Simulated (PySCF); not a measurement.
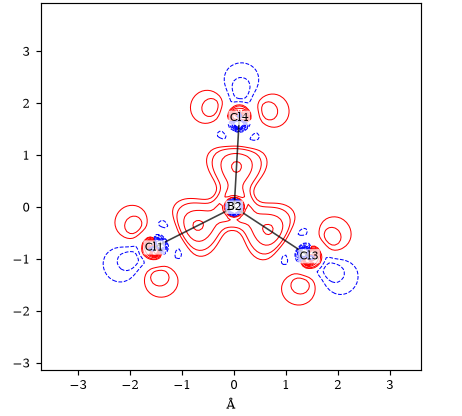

Figure. BCl$_{3}$, SMILES `ClB(Cl)Cl`. Deformation density (molecule less spherical, spin-averaged free atoms) in the molecular plane; contours at ±0.05 to ±0.8 e/Å³; solid red lines: gain, dashed blue lines: loss.

Method: TPSSh/def2-TZVP; geometry: GFN2-xTB; program: PySCF. No frequency check shows the geometry to be a minimum. GFN2-xTB bond lengths at metals and heavier atoms can be off by up to 0.1 Å and shapes distorted, which carries into these values.

> Describe the bonding that the map shows.

B2–Cl3, B2–Cl4 and Cl1–B2: +0.26 e/Å³ at the bond critical point (bond length 1.72 Å, Mayer order 1.3). In all, 0.8 electrons gather in the regions of gain relative to the promolecule.

> Where do the Hirshfeld charges lie?

The highest Hirshfeld charge is on B2 (+0.14 e), the lowest on Cl1, Cl3 and Cl4 (−0.05 e).

The PySCF run took 10 s on 1 thread of Intel(R) Xeon(R) 6975P-C (Granite Rapids), with other jobs on the host, peak memory 0.59 GiB.
